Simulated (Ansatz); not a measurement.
# F$_{2}$NSi$_{2}$ (charge +1): what the fields show

Input

```
basis:
  gaussian:
    orbitals: def2-TZVPD
crystal:
  periodic: [false, false, false]
  atoms:
    - symbol: F
      position_ang: [0.608182, -1.409410, -0.021408]
    - symbol: F
      position_ang: [-1.955789, -1.396594, 0.350358]
    - symbol: N
      position_ang: [-0.558531, 0.983672, 0.877192]
    - symbol: Si
      position_ang: [-0.632977, -0.557725, 0.416895]
    - symbol: Si
      position_ang: [-0.483707, 2.534566, 1.340473]
hamiltonian:
  xc: pbe0
output: {forces: true, orbitals: {seedname: orbitals}}
total_charge: 1
```

Launched as:

```sh
ansatz run input.yaml --threads 1 --pin off --max-ram 2610MiB --events-out events.jsonl --progress --plain --runs-dir runs
```

Geometry: r2SCAN-D4/def2-SVP.

Method: Ansatz 0.2.0, isolated molecule in a Gaussian basis; Kohn-Sham density functional theory, functional PBE0.

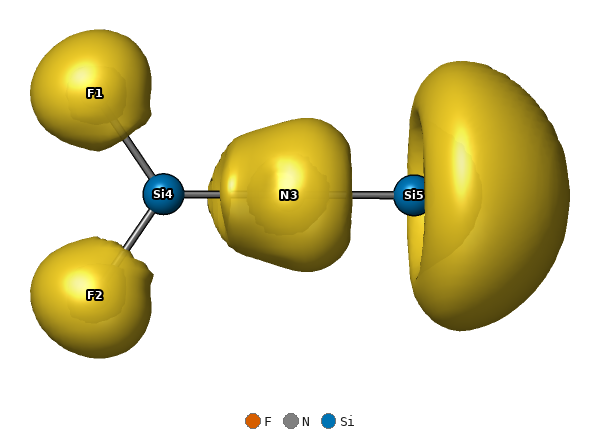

Figure 1. Isosurface of the ELF at 0.75 (yellow), seen across its widest extent. Only the valence region is drawn (cores and ρ < 0.01 e/Å³ removed).

Question: What do the ELF domains correspond to?

Answer: At this value the surface marks out one lobe on Si, pointing away from the bonds (lone pairs), two regions wrapped around F (its lone pairs, merged into a ring or cap) and one region wrapped around N (its valence shell).


Si–F (1.57 Å): the ELF peaks at about 0.85 in the valence shell of F, 0.6 Å from its nucleus, and is about 0.55 at the midpoint. Si–N (1.61 Å): the ELF peaks at about 0.85 between the atoms (a polar covalent bond).

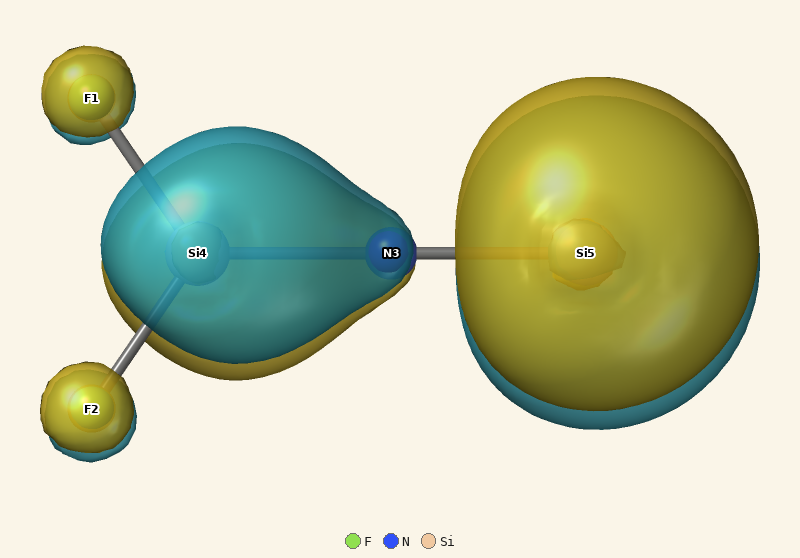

Figure 2. The LUMO at ±0.1 Å⁻³ᐟ² (yellow and cyan are the two phases), seen across its widest extent.

Question: Where does this orbital lie, and at what energy?

Answer: Its weight (Hirshfeld) is mainly on Si5 (about 70 %), Si4 (about 20 %) and N3 (about 10 %); it changes sign across the molecular plane (π type); π-bonding across N3–Si4. Its energy is −8.01 eV.

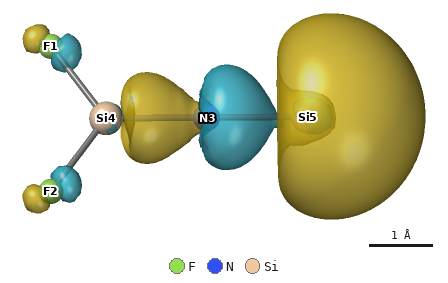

Figure 3. One frontier orbital at ±0.1 Å⁻³ᐟ² (yellow and cyan are the two phases), seen at a tilt.

Question: Which orbital is it: HOMO or LUMO?

Answer: The HOMO, at −14.79 eV. By Hirshfeld shares it lies mainly on Si5 (about 80 %) and N3 (about 15 %); it is symmetric in the molecular plane (an in-plane orbital: σ, lone-pair or in-plane π type).
